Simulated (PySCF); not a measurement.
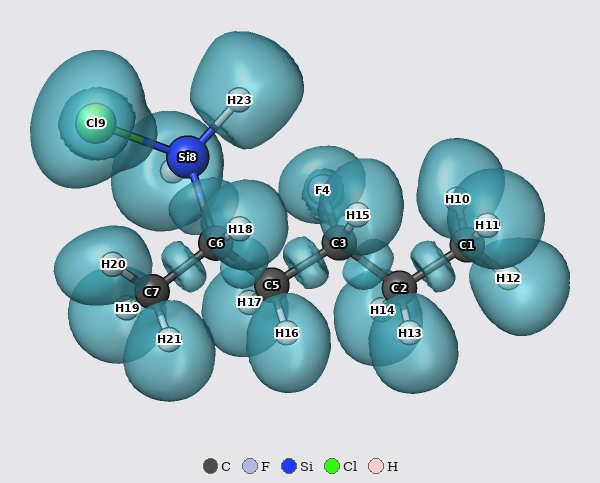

Figure. C6H14ClFSi. Isosurface of the ELF at 0.75 (cyan), seen at a tilt. Only the valence region is drawn (cores and ρ < 0.01 e/Å³ removed).

Geometry: GFN2-xTB.

Computed with PBE0/pcSseg-1, SCF density, gas phase, non-relativistic (PySCF 2.14.0).

```yaml
atoms:
  - { symbol: C, position_ang: [3.2324, 1.0417, 0.7329] }
  - { symbol: C, position_ang: [2.3281, 0.2156, -0.1750] }
  - { symbol: C, position_ang: [0.8700, 0.2720, 0.2746] }
  - { symbol: F, position_ang: [0.4331, 1.5889, 0.1718] }
  - { symbol: C, position_ang: [-0.0538, -0.6010, -0.5628] }
  - { symbol: C, position_ang: [-1.4671, -0.7237, 0.0133] }
  - { symbol: C, position_ang: [-2.2835, -1.6672, -0.8719] }
  - { symbol: Si, position_ang: [-2.3272, 0.9781, 0.2236] }
  - { symbol: Cl, position_ang: [-4.3105, 0.6321, 0.4690] }
  - { symbol: H, position_ang: [2.8895, 2.0727, 0.7642] }
  - { symbol: H, position_ang: [3.2242, 0.6437, 1.7454] }
  - { symbol: H, position_ang: [4.2547, 1.0271, 0.3638] }
  - { symbol: H, position_ang: [2.6500, -0.8267, -0.1756] }
  - { symbol: H, position_ang: [2.3879, 0.5940, -1.1973] }
  - { symbol: H, position_ang: [0.7835, 0.0207, 1.3399] }
  - { symbol: H, position_ang: [0.3932, -1.5955, -0.6391] }
  - { symbol: H, position_ang: [-0.1030, -0.1789, -1.5690] }
  - { symbol: H, position_ang: [-1.3772, -1.1913, 1.0016] }
  - { symbol: H, position_ang: [-2.3957, -1.2537, -1.8723] }
  - { symbol: H, position_ang: [-3.2751, -1.8259, -0.4563] }
  - { symbol: H, position_ang: [-1.7896, -2.6347, -0.9583] }
  - { symbol: H, position_ang: [-2.1751, 1.7840, -0.9829] }
  - { symbol: H, position_ang: [-1.8936, 1.6551, 1.4396] }
```

> What do the ELF domains correspond to?

At this value the surface marks out five regions between bonded C–C atoms (shared pairs), one region between bonded C–Si atoms (shared pairs), 14 regions around hydrogen nuclei, one region on Cl in which the atom's valence shell and bonds are merged and one region on F in which the atom's valence shell and bonds are merged.

Values along the shortest contacts:
C–F (1.39 Å): the ELF peaks at about 0.85 between the atoms, as expected for a shared but strongly polarised pair. C–C (1.52 Å): the ELF peaks at about 0.95 between the atoms (a shared electron pair).
